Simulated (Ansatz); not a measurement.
**CH₆AlCl₂NO: density, localisation and related maps**

Input

```
crystal:
  periodic: [false, false, false]
  atoms:
    - { symbol: Al, position_ang: [-0.830783, 1.669108, 1.084146] }
    - { symbol: "N", position_ang: [0.991219, -0.621871, -0.177386] }
    - { symbol: C, position_ang: [0.313433, -1.836292, -0.570631] }
    - { symbol: Cl, position_ang: [-2.810183, 0.849114, 1.446311] }
    - { symbol: Cl, position_ang: [0.37218, 2.456006, 2.702749] }
    - { symbol: H, position_ang: [0.884746, 0.203411, -0.774731] }
    - { symbol: O, position_ang: [-0.30284, 2.127693, -0.590334] }
    - { symbol: H, position_ang: [1.912351, -0.720037, 0.251569] }
    - { symbol: H, position_ang: [-0.743575, -1.61773, -0.810203] }
    - { symbol: H, position_ang: [0.7655, -2.329691, -1.459656] }
    - { symbol: H, position_ang: [0.305446, -2.569252, 0.253703] }
    - { symbol: H, position_ang: [-0.857494, 2.38974, -1.355436] }
basis:
  gaussian: { orbitals: "6-31G" }
hamiltonian:
  xc: lda
relax:
  f_tol: 0.03
  max_steps: 50
output:
  orbitals: {}
```

Launched as:

```sh
ansatz run input.yaml --threads 2 --pin off --max-ram 3072MiB --backend cpu --events-out ev --progress --plain --runs-dir out
```

The fields are those of the run's last geometry, not of the input's.

Theory: RKS LDA/6-31G (Ansatz).

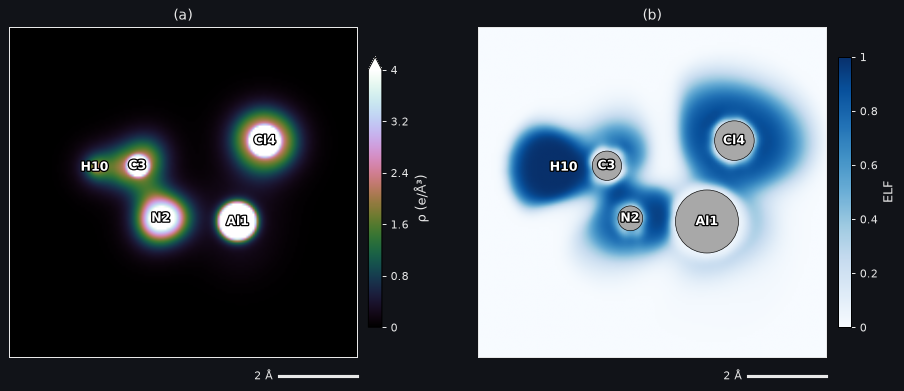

Figure 1. (a) total electron density; (b) electron localisation function on the plane of atoms Al1, N2 and C3. Grey discs cover the atomic cores in the ELF map.

Question: Interpret the plot.

Answer:
- Atoms in the plane: Al, N, C, Cl and H.
- C–N (1.48 Å): ρ at the midpoint is about 1.7 e/Å³; the ELF peaks at about 0.90 between the atoms (localised, covalent bonding).
- Al–N (1.97 Å): ρ is about 0.55 e/Å³ halfway; the ELF peaks at about 0.95 in the valence shell of N, 0.7 Å from its nucleus, and is about 0.65 at the midpoint.
- Al–Cl (2.20 Å): ρ is about 0.53 e/Å³ halfway; the ELF peaks at about 0.85 in the valence shell of Cl, 0.9 Å from its nucleus, and is about 0.75 at the midpoint.
- C–H (1.10 Å): the density is about 1.8 e/Å³ at the midpoint; the ELF climbs to about 1 towards the hydrogen, as it does in any bond to H: a covalent bond by its length.
- The ELF also peaks beside Cl4, away from the bonds: lone-pair regions.

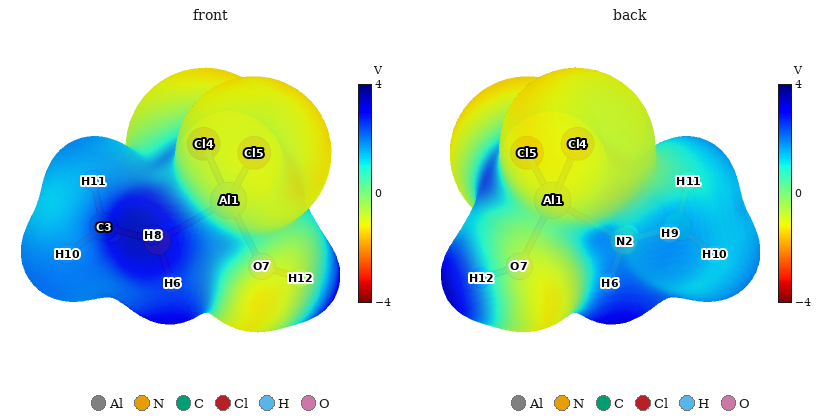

Figure 2. The electrostatic potential painted on the density surface at 0.004 e/bohr³, seen from the front and from behind; red is negative and blue positive.

Question: Which sites attract a positive test charge, and which a negative one?

Answer: A positive charge is drawn to the negative regions and a negative charge to the positive ones. The most negative region (about −1.4 V) lies over Cl4 and Cl5, the most positive (about +3.5 V) over H8 and H12.

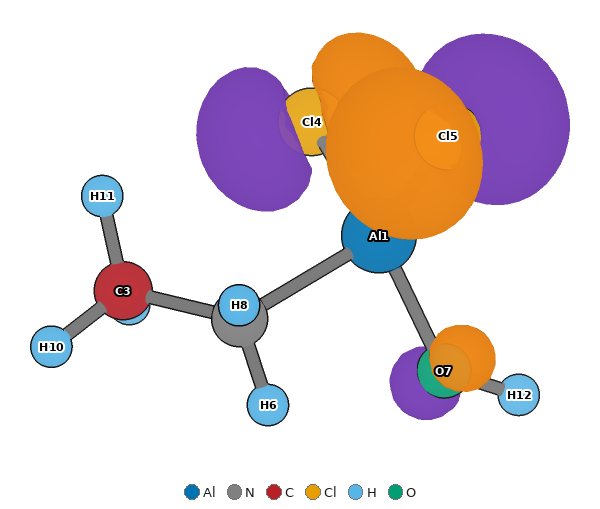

Figure 3. The HOMO−1 at ±0.15 Å⁻³ᐟ² (orange and purple are the two phases), seen across its widest extent.

Question: What is the character of this orbital?

Answer: It lies mainly on Cl5 (about 60 %) and Cl4 (about 30 %). Its energy is −7.17 eV.
